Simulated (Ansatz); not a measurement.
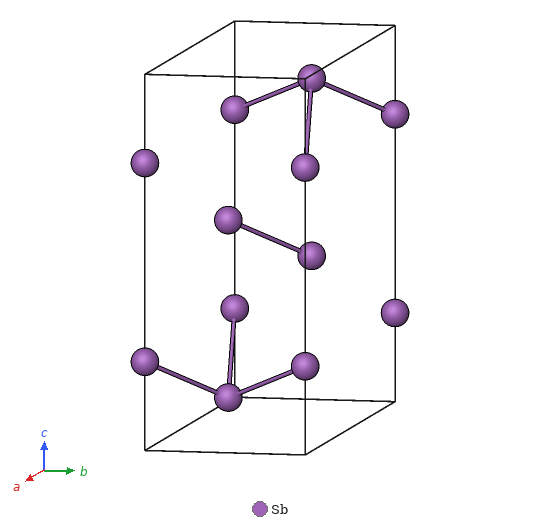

Sb, space group R-3m:H (No. 166), a = 4.294 Å, b = 4.294 Å, c = 10.970 Å, α = 90.00°, β = 90.00°, γ = 120.00°

| site | Wyckoff | x | y | z |
| --- | --- | --- | --- | --- |
| Sb | 6c | 0.3333 | 0.6667 | 0.9025 |

Source: the geometry relaxed with DFT LDA, scalar-relativistic, plane waves, PAW in Ansatz.

Q: How is the cell volume shared among the sites in a plain Voronoi partition?

A:
```
site  faces above 1 % of the sphere  volume (Å³)  solid angle by neighbour (%)
  Sb                              6        29.20                        Sb 100
```

Weighted by multiplicity the volumes add up to the cell volume, 175.2 Å³.

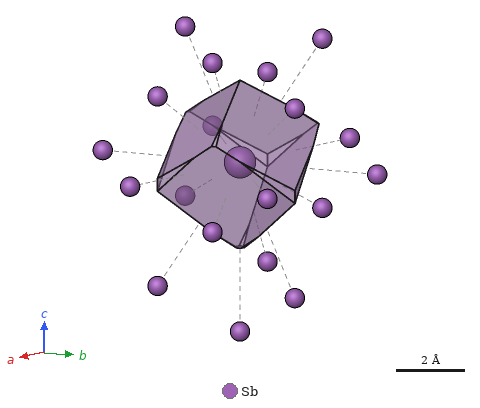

The computed Voronoi cell of Sb, with the neighbours that bound it.
